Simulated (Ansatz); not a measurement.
**Strength of the C–H bond: CH2ClI → CHClI + H**

Species: CH2ClI (chloroiodomethane) `ClCI`, singlet; CHClI `Cl[CH]I`, doublet; H atom, doublet. 

Shapes, held fixed at every level: PBE0-D4/def2-TZVP. Programs: Ansatz 0.2.0. The zero-point and thermal change to 298 K, harmonic and unscaled (PBE0-D4/def2-TZVP), is -29.3 kJ/mol.

| level | kind | ΔH(298 K) (kJ/mol) | less CCSD(T)/def2-TZVPP | CPU time (sum over the molecules) |
| --- | --- | --- | --- | --- |
| HF/def2-SVP | Hartree–Fock | +308.6 | -90.0 | – |
| SPW92/def2-TZVPP | LDA | +419.5 | +20.9 | 4.3 s |
| r2SCAN-D4/def2-TZVPP | meta-GGA | +378.2 | -20.4 | 18 s |
| PBE0-D4/def2-TZVPP | global hybrid | +384.0 | -14.6 | 10 s |
| wB97M-V/def2-TZVPP | range-separated hybrid | +401.7 | +3.1 | 38 s |
| B2PLYP/def2-TZVPP | double hybrid | +393.4 | -5.2 | 17 s |
| CCSD(T)/def2-TZVPP | coupled cluster or CI | +398.6 | 0.0 | 2.5 min |

The highest level, CCSD(T)/def2-TZVPP, gives ΔH(298 K) = +398.6 kJ/mol; the levels span +308.6 to +419.5. The column of differences is taken from that level and isn't an error. Hartree–Fock misses the correlation of the pair that is broken and comes out low. No measured value is set beside it here. Open shells run unrestricted unless RO is named. For atoms past krypton def2 sets carry core potentials with scalar relativity. Correlated rows may include outer-core shells of I, which these sets cover unevenly. Times are processor times on shared x86 and Arm servers, and rough.

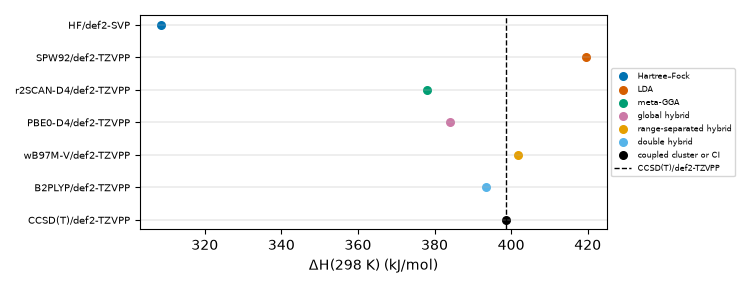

The values of the table, level by level.
